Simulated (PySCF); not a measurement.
C5H14Si2, SMILES [SiH2](C)/C=C/[SiH](C)C at its GFN2-xTB optimised geometry (Å):

```
21

Si     0.1306    -0.8210     0.0000
C     -0.5134     0.9673     0.0000
C     -0.5101    -1.6977    -1.5394
C      0.2431    -2.2317    -2.4995
Si    -0.3998    -3.0819    -4.0587
C     -0.1174    -1.9394    -5.5576
C      0.5598    -4.7053    -4.3187
H      1.5995    -0.8210     0.0000
H     -0.3601    -1.5143     1.2010
H     -0.1657     1.5143    -0.8721
H     -1.5995     0.9951    -0.0072
H     -0.1775     1.5049     0.8818
H     -1.5875    -1.7649    -1.6513
H      1.3205    -2.1662    -2.3848
H     -1.8397    -3.3637    -3.9169
H     -0.4566    -2.4056    -6.4780
H      0.9353    -1.6998    -5.6803
H     -0.6549    -1.0026    -5.4452
H      0.4322    -5.3794    -3.4771
H      0.2209    -5.2243    -5.2103
H      1.6245    -4.5212    -4.4326
```

Computed with PBE0/def2-SVP run with PySCF 2.14.0. Cells within 0.4 Å of a nucleus heavier than hydrogen are left out (blank, or x).

Map of the log10 of the electron density (e/bohr³), floored at −4 on the plane z = 0.0 Å:

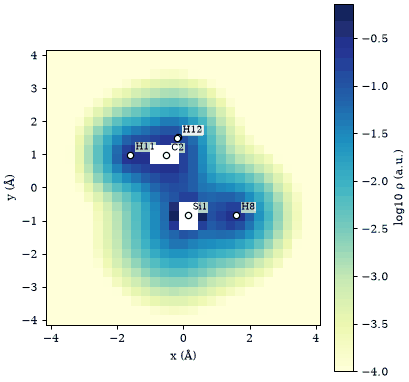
Log10 of the electron density (e/bohr³), floored at −4 on the plane z = 0.0 Å.
